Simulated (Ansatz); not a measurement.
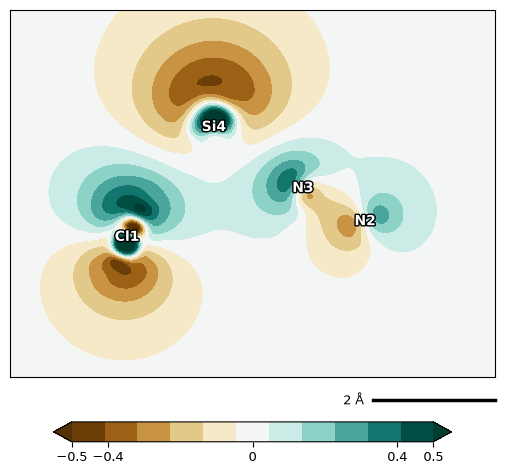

Figure 1: ClN2Si (SMILES [N-]=N[Si]Cl) (charge −1). The HOMO−1 on the molecular plane (values in Å⁻³ᐟ²; the overall sign is arbitrary).

Geometry: B3LYP-D3(BJ)/def2-SVPD; the highest occupied orbital lies above zero, a sign that basis and functional describe the outermost electron poorly.

These are results of isolated molecule in a Gaussian basis; Kohn-Sham density functional theory, functional PBE0 (Ansatz), not measurements.

### Describe this orbital and give its energy.

By Hirshfeld shares it lies mainly on Si4 (about 65 %) and Cl1 (about 30 %); it is symmetric in the molecular plane (an in-plane orbital: σ, lone-pair or in-plane π type). Its energy is −2.60 eV.
